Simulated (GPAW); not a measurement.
Consider NiO2 (R-3m).

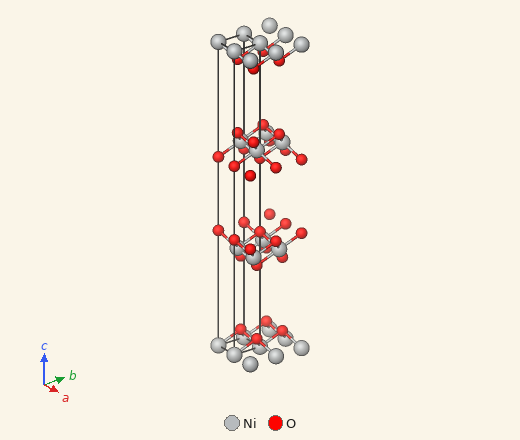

The structure (nickel light grey, oxygen red). Bonds to atoms that aren't drawn are left out. 2×2×1 conventional cells are drawn. Some periodic images of atoms are drawn too.

```
Ni O
1.0
     1.40213    0.80952    6.97429
    -1.40213    0.80952    6.97429
     0.00000   -1.61904    6.97429
Ni O
1 2
Direct
  0.00000 0.00000 0.00000
  0.37879 0.37879 0.37879
  0.62121 0.62121 0.62121
```

Absorber: atom 1, with 6 O at 1.88 Å (octahedral, site symmetry -3m). Method: GPAW, LDA + U (Ni 5 eV), full core hole (charged cell), 21-atom cell with 7.4 Å between holes, 2×2×2 k points, dipole transitions, Gaussian full width 1.44 eV up to 4 eV, rising linearly to 3.5 eV at 25 eV.

Q: Predict the near-edge structure at the Ni K edge.

Main maxima up to 30 eV above the zero (height): 19.5 eV (3.45). A K edge sees empty p states. The first eV above the zero hold little dipole weight, as the lowest empty bands are of d character; the main edge, of 4p character, rises through 0.6 near 11 eV above the zero. The total-energy difference plus the lowest empty eigenvalue puts the zero at 8312.64 eV. The tabulated edge of the element is 8333 eV. The functional and the charged cell's background leave an error in such absolute values: in the free atom LDA prices this hole 17.6 eV below PBE (computed apart), and PBE is itself good to a few eV.

The Ni K spectrum (energy from the lowest empty level; intensity scaled to a mean of 1 over the first 20 eV; polarised curves are means over the symmetry-equivalent atoms):

```tsv
E (eV)	isotropic	ε ⊥ c	ε ∥ c
-2.0	0.00	0.00	0.00
-0.5	0.00	0.00	0.00
1.0	0.06	0.02	0.15
2.5	0.02	0.02	0.03
4.0	0.00	0.00	0.00
5.5	0.00	0.00	0.00
7.0	0.00	0.00	0.01
8.5	0.06	0.05	0.08
10.0	0.34	0.22	0.58
11.5	1.02	0.66	1.74
13.0	1.41	1.06	2.10
14.5	1.74	1.58	2.06
16.0	2.21	2.15	2.31
17.5	2.62	2.64	2.59
19.0	3.34	3.95	2.12
20.5	3.04	3.82	1.47
22.0	1.69	1.90	1.29
23.5	1.11	0.98	1.36
25.0	0.93	0.79	1.22
26.5	0.87	0.73	1.15
28.0	0.83	0.68	1.12
29.5	0.83	0.73	1.01
31.0	0.94	0.88	1.07
```

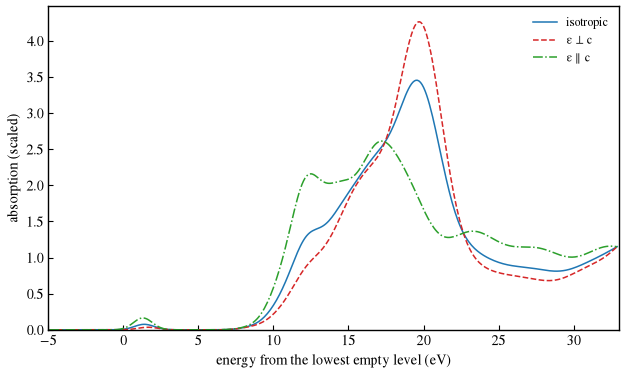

The Ni K edge.

The hole lies in one spin channel, while the script sums the empty states of both and takes the lower zero; where the two channels are split, this blurs and shifts the curve. Quadrupole 1s→3d transitions, which feed the pre-edge, are not in the dipole spectrum. The starting moments shrank to 0.00 μB or less, so this is hardly a magnetic state. The mesh is coarse (0.51 Å⁻¹ between points), so small maxima may be mesh ripples. Lifetime broadening is put in by hand, and intensities beyond about 20 eV depend on it and on the partial waves. The structure is a computed Materials Project entry and may be a hypothetical form.

[Banner, clock and machine lines of the logs are left out without a mark of their own.]

[Logs are printed without paths, hosts, clocks, repeated set-up lines and the standing remarks that a program may print on its own settings, such as how far it seeks lower states.]

[Hosts, paths, dates, database ids (printed as entryN), source tags and the programs' standing remarks are cut or masked in the printed files.]

[Lists of maxima count a maximum above −3 eV only where it reaches 4 % of the highest in the window and stands out from its surroundings by 2 % of it (1.5 % where it reaches 55 %); shoulders and weaker maxima are passed over, and of the rest the first, up to two pre-edge ones and the few strongest are named.]
